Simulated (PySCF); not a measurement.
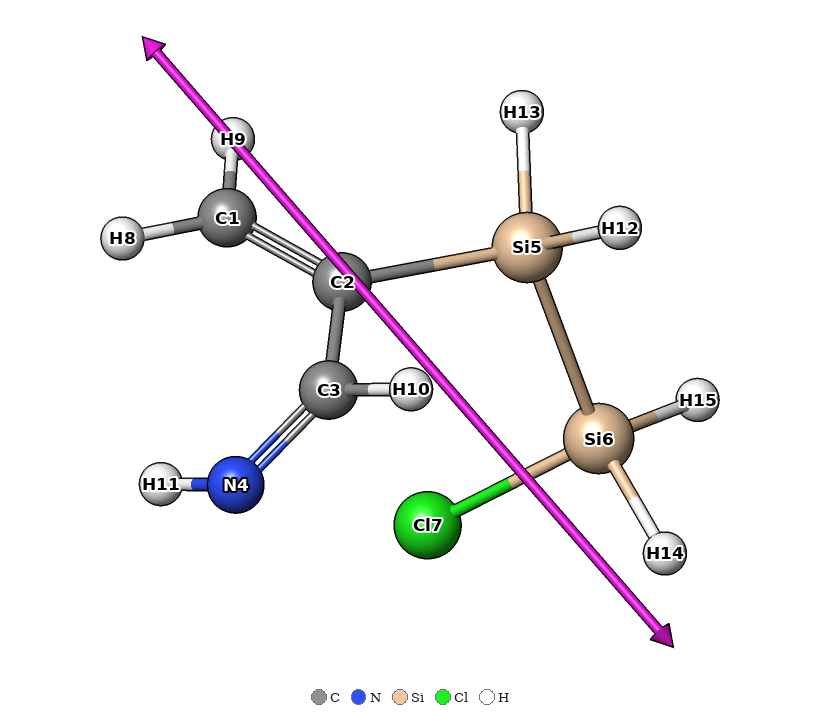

The double arrow shows the direction of the transition dipole to excited singlet state 2 (its length means nothing). The computed structure is the end point of a GFN2-xTB optimisation. No frequency run is at hand to confirm it as a minimum. Method: TDDFT PBE0/def2-SVPD, vertical, gas phase, core orbitals frozen in the response (PySCF 2.14.0).

Where does the transition lie, and how strong is it?

Answer. 5.57 eV (223 nm), oscillator strength 0.072, mainly HOMO−1 → LUMO (weight 0.81); transition dipole 1.84 D.

The geometry is semi-empirical. Around Si such bond lengths and angles can be off by a tenth of an ångström or more and by several degrees, and values that hang on the shape move with them.
